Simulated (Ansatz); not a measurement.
## Electronic structure of CH₃Cl₂F₂NW in real space

Input file:

```
crystal:
  periodic: [false, false, false]
  atoms:
    - {symbol: C, position_ang: [2.079449, -0.107770, 0.084430]}
    - {symbol: Cl, position_ang: [-1.819855, 0.235898, -1.694372]}
    - {symbol: Cl, position_ang: [1.770883, -0.796748, -4.173841]}
    - {symbol: F, position_ang: [-0.233249, -2.046143, -2.501618]}
    - {symbol: F, position_ang: [0.362167, 1.499489, -3.116009]}
    - {symbol: "N", position_ang: [1.279088, -0.176665, -1.076927]}
    - {symbol: W, position_ang: [0.303946, -0.254594, -2.468826]}
    - {symbol: H, position_ang: [1.437498, 0.071548, 0.962662]}
    - {symbol: H, position_ang: [2.805060, 0.717020, 0.001707]}
    - {symbol: H, position_ang: [2.621278, -1.055743, 0.231247]}
basis:
  gaussian:
    orbitals: def2-SVPD
hamiltonian:
  xc: pbe0
output: {forces: true, orbitals: {seedname: orbitals}}
```

Launched as:

```sh
ansatz run input.yaml --threads 2 --pin off --max-ram 6090MiB --events-out events.jsonl --progress --plain --runs-dir runs
```

Geometry: PBE0-D4/def2-SVP; core potentials replace the inner electrons of W.

Level of theory: isolated molecule in a Gaussian basis; Kohn-Sham density functional theory, functional PBE0 in Ansatz 0.2.0.

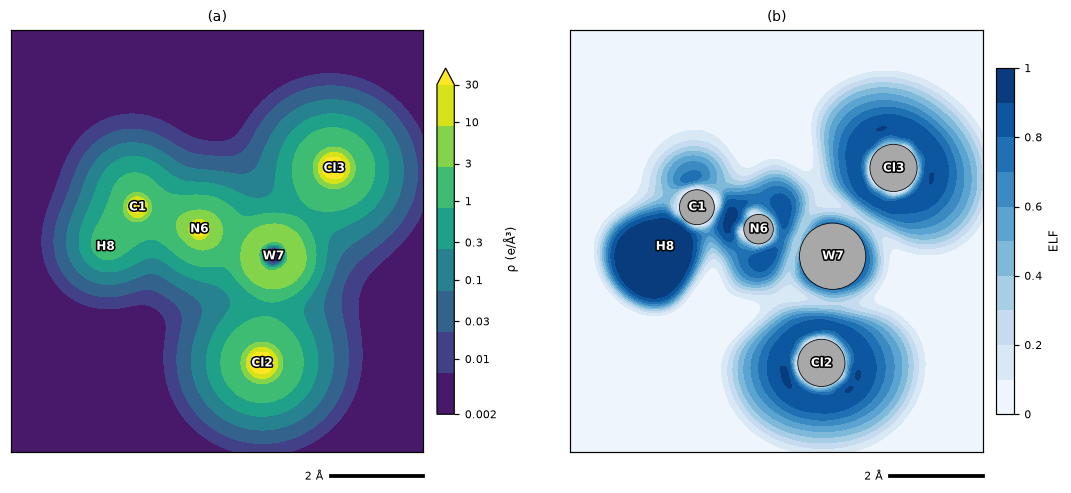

Figure 1. (a) electron density; (b) ELF on the plane of atoms Cl3, W7 and N6. Grey discs cover the atomic cores in the ELF map.

Q: What do the fields say about this system?

A: The section cuts through C, Cl, N, W and H sites. C–N (1.41 Å): ρ at the midpoint is about 2 e/Å³; the ELF peaks at about 0.95 between the atoms (a covalent bond). W–N (1.70 Å): ρ at the midpoint is about 1.8 e/Å³; the ELF peaks at about 0.75 in the valence shell of N, 0.5 Å from its nucleus, and drops to about 0.30 between the two atoms. W–Cl (2.31 Å): the density is about 0.67 e/Å³ at the midpoint; the ELF peaks at about 0.85 in the valence shell of Cl, 0.8 Å from its nucleus, and is about 0.40 at the midpoint. C–H (1.10 Å): the density is about 1.9 e/Å³ at the midpoint; the ELF climbs to about 1 towards the hydrogen, as it does in any bond to H; a covalent bond by its length.

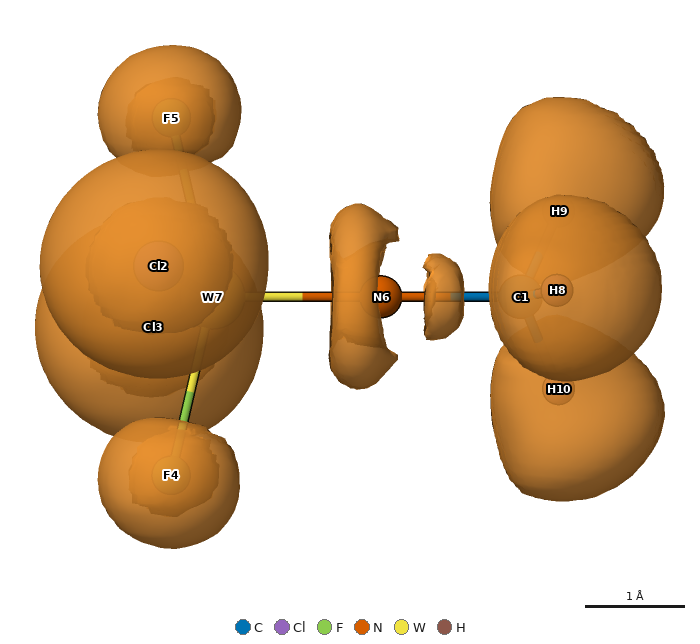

Figure 2. Isosurface of the electron localisation function at 0.8 (orange), seen from one side. Only the valence region is drawn (cores and ρ < 0.01 e/Å³ removed).

Q: Identify the bonds, lone pairs and shells in this picture.

A: At this value the surface marks out one region between bonded C–N atoms (shared pairs), three regions around hydrogen nuclei, two regions wrapped around Cl (the valence shell of each), two regions wrapped around F (the valence shell of each) and one region wrapped around N (its valence shell).

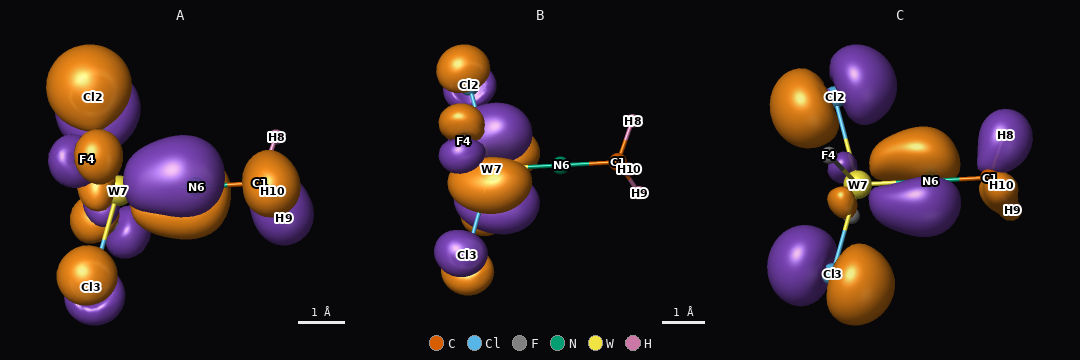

Figure 3. Three frontier orbitals at ±0.1 Å⁻³ᐟ² (orange and purple are the two phases), in no order.

Q: Which picture is the HOMO−1, the HOMO and the LUMO?

A: A is the HOMO−1 (−9.38 eV). By Hirshfeld shares it lies mainly on N6 (about 25 %), Cl2 (about 25 %), W7 (about 15 %), F4 (about 10 %), F5 (about 10 %) and Cl3 (about 5 %); largely a combination of lone pairs on N6, Cl2, F4, F5 and Cl3. C is the HOMO (−8.88 eV). It lies mainly on Cl3 (about 30 %), Cl2 (about 30 %), N6 (about 25 %) and W7 (about 10 %); largely a combination of lone pairs on Cl3, Cl2 and N6. B is the LUMO (−3.86 eV). It lies mainly on W7 (about 65 %), Cl2 (about 10 %), Cl3 (about 10 %), F4 (about 10 %) and F5 (about 10 %).

Q: What is the HOMO–LUMO gap?

A: 5.02 eV between the orbital energies.
